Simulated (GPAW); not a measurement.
# How Sc absorbs and reflects light

Aim: the dielectric function of Sc, and the optical constants that follow from it.

Method: DFT, PBE, plane-wave PAW (GPAW data sets), scalar-relativistic, RPA, optical limit, in GPAW 26.7.0.

**1. The starting structure**

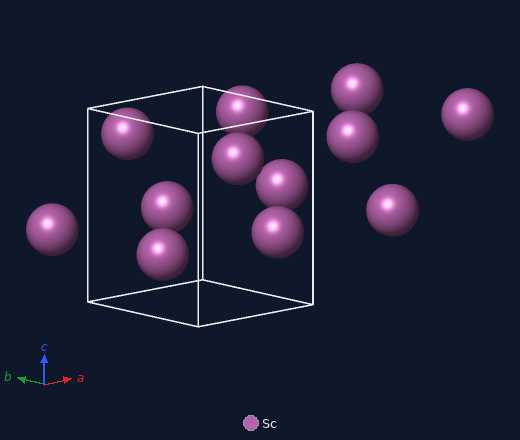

The cell as given, from a free direction (scandium purple). 3×2×1 cells are drawn.

Structure file:

```xyz
2
Lattice="3.3090 0.0000 0.0000 -1.6545 2.8657 0.0000 0.0000 0.0000 5.2733" Properties=species:S:1:pos:R:3 pbc="T T T"
Sc    1.6545    0.9552    3.9550
Sc    0.0000    1.9105    1.3183
```

**2. Bands for the response**

At the fixed density, many empty bands are solved on the mesh of the response, since the spectrum sums over them.

This step: DFT, PBE, plane-wave PAW (GPAW data sets), scalar-relativistic, bands at fixed density (GPAW 26.7.0).

Input file nscf.py:

```python
from ase.dft.bandgap import bandgap
from gpaw import GPAW, FermiDirac

calc = GPAW('gs.gpw').fixed_density(kpts={'size': (15, 15, 8), 'gamma': True}, nbands=55, convergence={'bands': 49},
                                    occupations=FermiDirac(0.05), txt='nscf.txt')
print('gap (eV)', bandgap(calc, output=None)[0])
print('direct gap (eV)', bandgap(calc, direct=True, output=None)[0])
print('top band over the Fermi level (eV)', min(calc.get_eigenvalues(kpt=k)[48] for k in range(len(calc.get_ibz_k_points()))) - calc.get_fermi_level())
calc.write('full.gpw', mode='all')
```

Started as:

```
$ OMP_NUM_THREADS=1 python nscf.py
```

Numbers of over 12 decimals in the logs are rounded to 6 here.

What it wrote:

```text
Diagonalizing LCAO Hamiltonian
Converting LCAO to pw mode
convergence criteria:
- Maximum integral of absolute [eigenst]ate change: 4e-08 eV^2 / valence electron
maximum number of iterations: 150

SCF iterations
|iter     |      energy | eigst |  dens |
|iter:   1||             | +3.82 |       |
|iter:   2||             | +2.57 |       |
|iter:   3||             | +1.70 |       |
|iter:   4||             | +0.71 |       |
|iter:   5||             | -0.26 |       |
|iter:   6||             | -1.17 |       |
|iter:   7||             | -2.06 |       |
|iter:   8||             | -2.98 |       |
|iter:   9||             | -3.80 |       |
|iter:  10||             | -4.67 |       |
|iter:  11||             | -5.41 |       |
|iter:  12||             | -6.14 |       |
|iter:  13||             | -6.73 |       |
|iter:  14||             | -7.25 |       |
|iter:  15||             | -7.60c|       |
SCF steps: 15
  __  _  _
 | _ |_)|_||  |
 |__||  | ||/\| - 26.7.0

Versions:
  Python: 3.12.14
  ASE:    3.29.0
  Numpy:  2.5.5
  Scipy:  1.18.1
  Libxc:  7.0.0

Input parameters:
  mode=PW(ecut=500.0),
  convergence={'bands': 49},
  gpts=array([18, 18, 28]),
  kpts=MonkhorstPack(size=(15, 15, 8), gamma=True),
  maxiter=150,
  nbands=55,
  occupations=Occupations(name='fermi-dirac', width=0.05, fixmagmom=False),
  parallel={},
  xc=XC(name='PBE')

--- standard output ---
gap (eV) 0.0
direct gap (eV) 0.0
top band over the Fermi level (eV) 34.507040
```

Wall time 11 min (1 thread of Intel Xeon at 2.50GHz (Skylake/Cascade Lake), shared host); peak memory 0.41 GiB.

**3. Dielectric function, RPA**

Transitions between filled and empty bands, summed over the zone, give the optical response, so mesh, band count and broadening shape it.

The induced potential is part of this response.

This step: DFT, PBE, plane-wave PAW (GPAW data sets), scalar-relativistic, RPA, optical limit (GPAW 26.7.0).

Input file df.py:

```python
from gpaw.response.df import DielectricFunction

df = DielectricFunction('full.gpw', frequencies={'type': 'nonlinear', 'domega0': 0.03, 'omega2': 8},
                        ecut=50,
                        eta=0.15,
                        nbands=49,
                        rate=0.05,
                        txt='df.txt')
for direction in ['x', 'z']:
    df.get_dielectric_function(xc='RPA', direction=direction, filename=f'df_{direction}.csv')
```

Started as:

```
$ OMP_NUM_THREADS=1 python df.py
```

What it wrote:

```text
Using integrator: PointIntegrator
NonLinearFrequencyDescriptor(from 0.000 to 89.957 eV, 531 points)
Nonperiodic BCs:  [False False False]
Using integrator: PointIntegrator
NonLinearFrequencyDescriptor(from 0.000 to 89.957 eV, 531 points)
Nonperiodic BCs:  [False False False]
Using integrator: PointIntegrator

Calculating chi0 body with:
    Ground state adapter containing:
    Number of spins: 1
    Number of kpoints: 1800
    Number of irreducible kpoints: 192
    Number of completely occupied states: 8
    Number of partially occupied states: 14

    Linear response parametrization:
    q_c: [0.0, 0.0, 0.0]
    Number of frequency points: 531
    Planewave cutoff: 50.0
    Number of bands: 49
    Number of planewaves: 37
    Broadening (eta): 0.15

Integrating chi0 body.

Symmetries of q_c:
    Direct symmetries (Uq -> q): 12
    Indirect symmetries (TUq -> q): 0
In total 12 allowed symmetries.

192 groups of equivalent kpoints. 89.333333% reduction.

Integral kind: spectral function

Calculating chi0 optical extensions with:
    Ground state adapter containing:
    Number of spins: 1
    Number of kpoints: 1800
    Number of irreducible kpoints: 192
    Number of completely occupied states: 8
    Number of partially occupied states: 14

    Linear response parametrization:
    Number of frequency points: 531
    Planewave cutoff: 50.0
    Number of bands: 49
    Number of planewaves: 37
    Broadening (eta): 0.15
Integrating chi0 head and wings.

Symmetries of q_c:
    Direct symmetries (Uq -> q): 12
    Indirect symmetries (TUq -> q): 0
In total 12 allowed symmetries.

192 groups of equivalent kpoints. 89.333333% reduction.

Integral kind: spectral function wings

Calculating drude chi0 with:
    Number of frequency points:531
    Plasma frequency decay rate: 0.05 eV

    Ground state adapter containing:
    Number of spins: 1
    Number of kpoints: 1800
    Number of irreducible kpoints: 192
    Number of completely occupied states: 8
    Number of partially occupied states: 14

Symmetries of q_c:
    Direct symmetries (Uq -> q): 12
    Indirect symmetries (TUq -> q): 0
In total 12 allowed symmetries.

192 groups of equivalent kpoints. 89.333333% reduction.

Integral kind: intraband
Plasma frequency:
[[2.71-0.j 0.  +0.j 0.  +0.j]
 [0.  +0.j 2.71-0.j 0.  +0.j]
 [0.  +0.j 0.  +0.j 4.37+0.j]]
```

Wall time 91 s (1 thread); peak memory 0.24 GiB.

The Im ε has structure finer than the step of the table below, so its rows give means over 1 eV, whole bins alone (the curve runs from 0.305 to 14.0 eV). Peaks (eV: height): E ∥ x 5.9: 7.93; E ∥ z 1.6: 21.8, 5.8: 6.08.

Sum at mesh points, not converged in k. Table of Im ε by photon energy; means over each step:

```csv
photon energy (eV),E ∥ x,E ∥ z
1,23.3,16.1
2,16.9,19.3
3,7.90,8.85
4,5.65,5.41
5,2.99,2.75
6,5.42,4.30
7,3.00,2.97
8,2.54,2.77
9,1.29,1.12
10,0.768,0.560
11,0.540,0.361
12,0.382,0.359
13,0.287,0.240
```

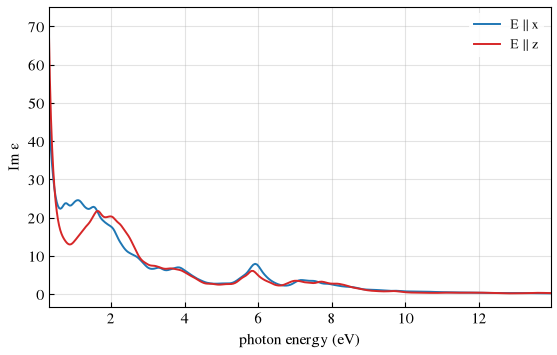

Im ε against photon energy.

Values under 1 per cm are given as 1; sum at mesh points, not converged in k. Table of absorption coefficient by photon energy:

```csv
photon energy (eV),E ∥ x (1/cm),E ∥ z (1/cm)
1.01,2.9e5,2.5e5
1.99,6.3e5,6.4e5
3.02,6.9e5,7.9e5
3.98,8.7e5,9.2e5
4.98,5.8e5,6.5e5
6.02,1.4e6,1.2e6
6.99,8.8e5,1.0e6
8.03,1.3e6,1.3e6
9.02,1.1e6,1.2e6
10.03,9.8e5,1.0e6
11.03,8.3e5,6.5e5
12.02,6.4e5,5.9e5
13.00,4.4e5,3.0e5
```

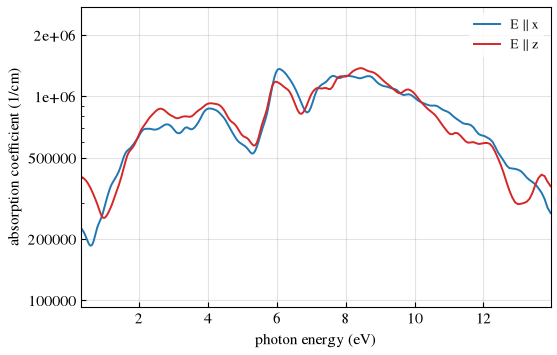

Absorption coefficient against photon energy.

The Im ε, E ∥ x has structure finer than the step of the table below, so its rows give means over 0.5 eV, whole bins alone (the curve runs from 0.305 to 14.0 eV). Peaks (eV: height): without local fields 5.92: 7.83; with local fields 5.92: 7.93.

Sum at mesh points, not converged in k. Im ε, E ∥ x against photon energy; means over each step:

```csv
photon energy (eV),without local fields,with local fields
1.0,24.9,23.8
1.5,23.0,22.0
2.0,16.9,17.2
2.5,10.8,11.0
3.0,7.49,7.43
3.5,6.64,6.58
4.0,6.02,6.07
4.5,3.43,3.45
5.0,2.79,2.78
5.5,4.26,4.23
6.0,6.42,6.58
6.5,2.84,2.93
7.0,3.10,3.03
7.5,3.29,3.35
8.0,2.39,2.50
8.5,1.73,1.85
9.0,1.11,1.21
9.5,0.853,0.941
10.0,0.677,0.759
10.5,0.578,0.655
11.0,0.460,0.528
11.5,0.384,0.454
12.0,0.316,0.385
12.5,0.247,0.304
13.0,0.234,0.294
13.5,0.203,0.257
```

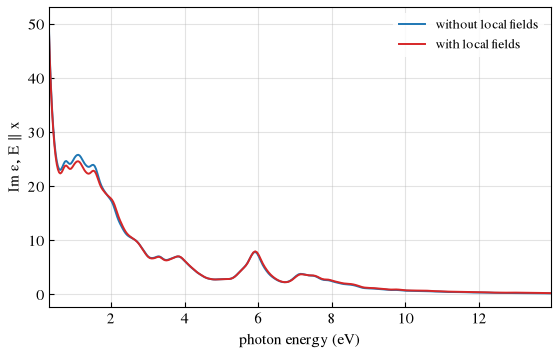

Im ε, E ∥ x against photon energy.

The loss function −Im 1/ε at q → 0 has structure finer than the step of the table below, so its rows give means over 1 eV, whole bins alone (the curve runs from 0.305 to 14.0 eV). Peaks (eV: height): E ∥ x 12.7: 3.45; E ∥ z 12.7: 4.26.

Sum at mesh points, not converged in k. Table of loss function −Im 1/ε at q → 0 by energy loss; means over each step:

```csv
energy loss (eV),E ∥ x,E ∥ z
1,0.0392,0.0477
2,0.0590,0.0500
3,0.119,0.0920
4,0.158,0.135
5,0.305,0.313
6,0.155,0.205
7,0.301,0.315
8,0.272,0.264
9,0.365,0.283
10,0.659,0.521
11,1.20,1.64
12,2.33,2.71
13,3.11,2.89
```

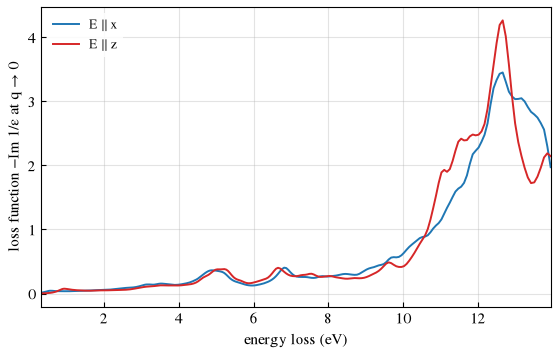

Loss function −Im 1/ε at q → 0, plotted against energy loss.

The reflectivity at normal incidence has structure finer than the step of the table below, so its rows give means over 0.5 eV, whole bins alone (the curve runs from 0.305 to 14.0 eV). Peaks (eV: height): E ∥ x 4.16: 46.1, 6.28: 49.9, 8.83: 52.0; E ∥ z 2.66: 60.4, 6.18: 44.1, 9.02: 61.0, 10.10: 62.5.

Sum at mesh points, not converged in k. Reflectivity at normal incidence against photon energy; means over each step:

```csv
photon energy (eV),E ∥ x (%),E ∥ z (%)
1.0,52.4,50.9
1.5,53.3,49.9
2.0,54.3,54.3
2.5,51.9,58.9
3.0,46.4,54.4
3.5,39.9,48.0
4.0,44.4,50.4
4.5,40.4,48.8
5.0,22.4,30.0
5.5,21.5,22.7
6.0,42.1,40.8
6.5,45.4,36.9
7.0,28.3,30.1
7.5,37.5,34.1
8.0,42.8,40.5
8.5,46.3,51.4
9.0,49.8,59.7
9.5,47.6,54.9
10.0,45.6,59.8
10.5,41.6,56.1
11.0,40.4,42.3
11.5,35.7,32.2
12.0,31.8,27.7
12.5,27.0,27.4
13.0,18.7,14.7
13.5,15.1,9.61
```

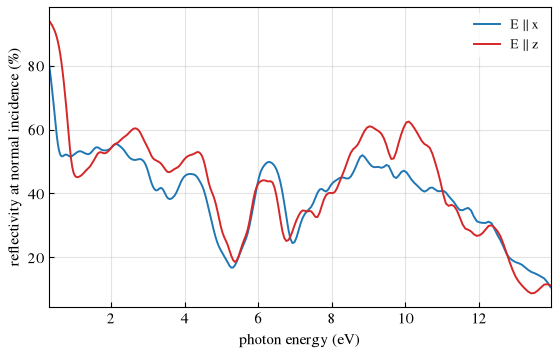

Reflectivity at normal incidence against photon energy.

At chosen wavelengths:

```csv
wavelength (nm),n x,k x,R (%) x,1/α x,n z,k z,R (%) z,1/α z
1550,4.16,2.847,52.1,43 nm,1.86,3.602,64.8,34 nm
1064,4.00,3.028,53.2,28 nm,3.29,2.392,45.5,35 nm
800,3.56,3.193,54.0,20 nm,3.72,2.817,50.7,23 nm
633,2.85,3.144,53.9,16 nm,3.21,3.159,53.6,16 nm
532,2.11,2.933,53.8,14 nm,2.55,3.371,57.4,13 nm
308,1.41,2.137,45.6,11 nm,1.24,2.262,51.1,11 nm
248,1.22,1.148,21.9,17 nm,0.99,1.271,29.0,16 nm
```

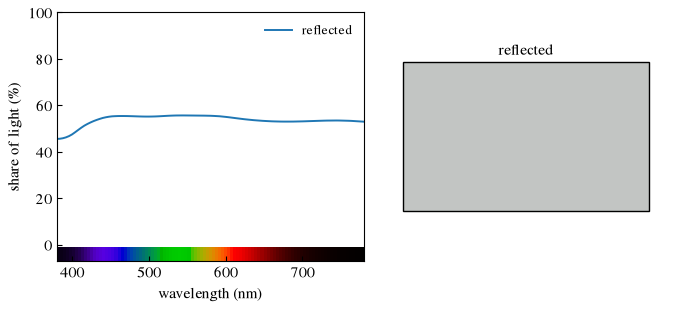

Light reflected across the visible range, with the colour that it makes of daylight (sRGB).

A polished face would reflect 55 % of daylight and look light grey (CIE x = 0.312, y = 0.331 under D65).

**4. Outcome**

**Reading.** At this level (PBE, RPA) Sc is a metal. The mesh is too coarse to trust the carriers' weight, the reflectivity or the colour to better than tens of per cent. A polished face would reflect 55 % of daylight and look light grey (CIE x = 0.312, y = 0.331 under D65). The carriers' damping of 0.05 eV is typed, not computed; it shapes the response at the lowest energies. In this version of GPAW the matrix elements of the optical limit are incomplete, which can lower ε − 1 by up to a tenth where first-row anions or d states rule, and shift it by more in d metals. GPAW's carrier term has the form −ωp²/(ω + i·rate)², which damps like twice the rate and fails at low energy, so the curves leave the lowest energies out. The sum runs over mesh points 0.15 Å⁻¹ apart with no interpolation, so peaks are partly noise of the mesh, and the Drude plasma energy, a sum over the Fermi surface, isn't converged.

[Machine, clock and banner lines and Python warnings are left out of the logs.]

[Logs are printed without paths, hosts, clocks, repeated set-up lines and the standing remarks that a program may print on its own settings, such as how far it seeks lower states.]

[Hosts, paths, dates, database ids (printed as entryN), source tags and the programs' standing remarks are cut or masked in the printed files.]
